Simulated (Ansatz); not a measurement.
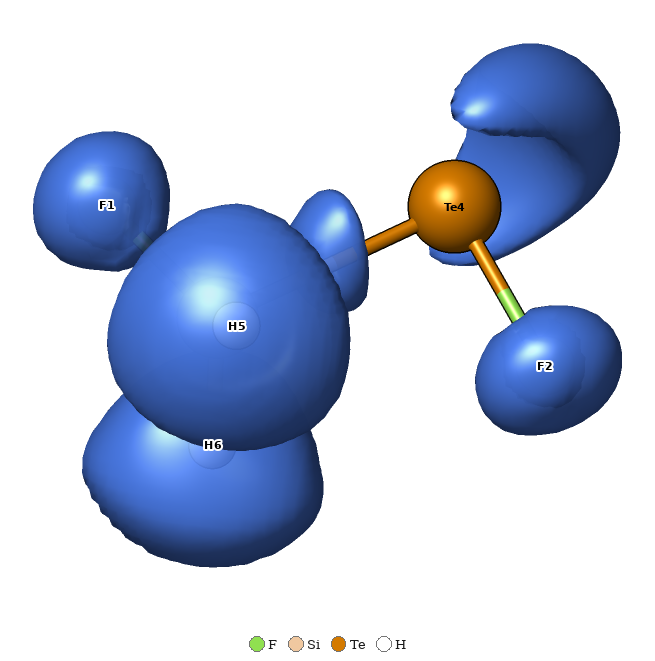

*F2H2SiTe (charge +1, doublet). Isosurface of the ELF at 0.8 (blue), seen at an oblique angle. Only the valence region is drawn (cores and ρ < 0.01 e/Å³ removed).*

Geometry: BLYP-D3(BJ)/def2-SVP; core potentials replace the inner electrons of Te.

Method: Ansatz 0.2.0, isolated molecule in a Gaussian basis; Kohn-Sham density functional theory, functional PBE0.

The calculation's input:

```
crystal:
  periodic: [false, false, false]
  atoms:
    - {symbol: F, position_ang: [1.790963, 0.376461, -0.366426]}
    - {symbol: F, position_ang: [-2.696989, 0.629584, 0.648364]}
    - {symbol: Si, position_ang: [0.493745, -0.029041, 0.509737]}
    - {symbol: Te, position_ang: [-1.476778, 1.410070, -0.644683]}
    - {symbol: H, position_ang: [0.034867, -1.424685, 0.283720]}
    - {symbol: H, position_ang: [0.513622, 0.518461, 1.891497]}
basis:
  gaussian:
    orbitals: def2-TZVPD
total_charge: 1
magnetization:
  spin_polarized: true
  initial_magnetization: 1
hamiltonian:
  xc: pbe0
output:
  forces: true
  orbitals: {seedname: orbitals}
```

Run with:

```sh
ansatz run input.yaml --threads 1 --pin off --max-ram 2610MiB --events-out events.jsonl --progress --plain --runs-dir runs
```

What do the ELF domains correspond to?

Answer. The ELF exceeds this value in one region between bonded Si–Te atoms (shared pairs), two regions around hydrogen nuclei, one lobe on Te, pointing away from the bonds (non-bonding electrons) and two regions wrapped around F (its lone pairs, merged into a ring or cap). Profiles from the grid: Si–F (1.62 Å): the ELF peaks at about 0.85 in the valence shell of F, 0.6 Å from its nucleus, and is about 0.55 at the midpoint. Te–F (1.94 Å): the ELF peaks at about 0.75 in the valence shell of F, 0.6 Å from its nucleus, and drops to about 0.15 between the two atoms.
